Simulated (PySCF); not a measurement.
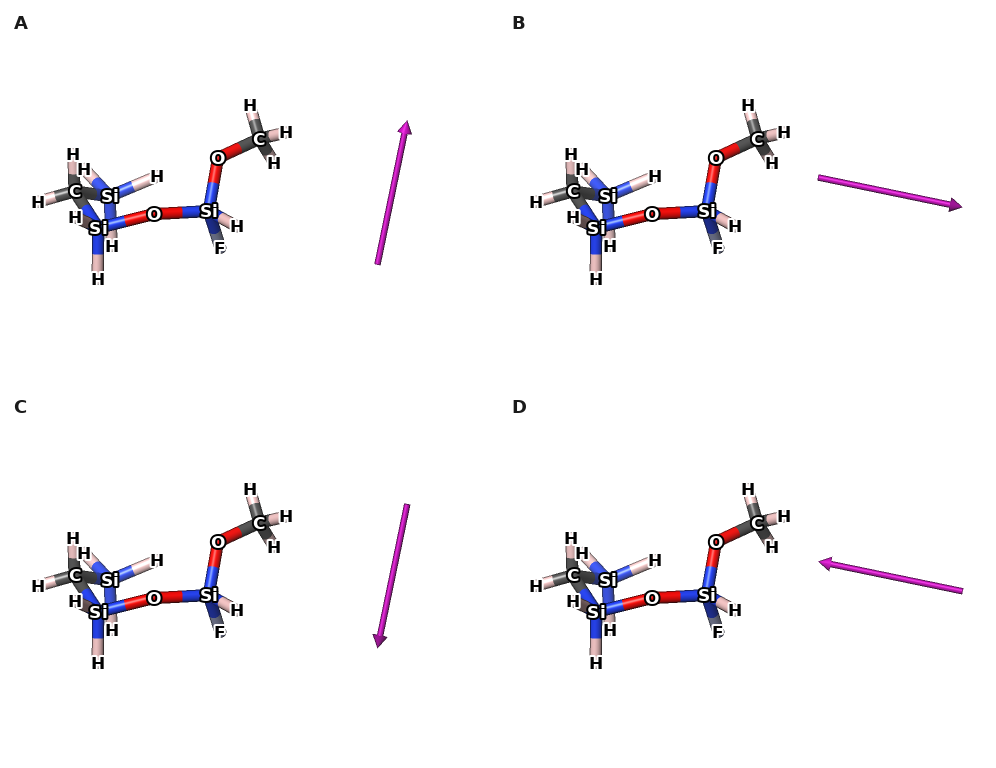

The same molecule four times, each with an arrow. The geometry was computed by an optimisation with GFN2-xTB. No frequency run is at hand to confirm it as a minimum. Level of theory: PBE0/pcSseg-1, gas phase (PySCF 2.14.0).

**Which arrow points along the dipole moment, from the negative to the positive end?**

A. The dipole moment is 1.31 D.

The geometry is semi-empirical. Around Si such bond lengths and angles can be off by a tenth of an ångström or more and by several degrees, and values that hang on the shape move with them.
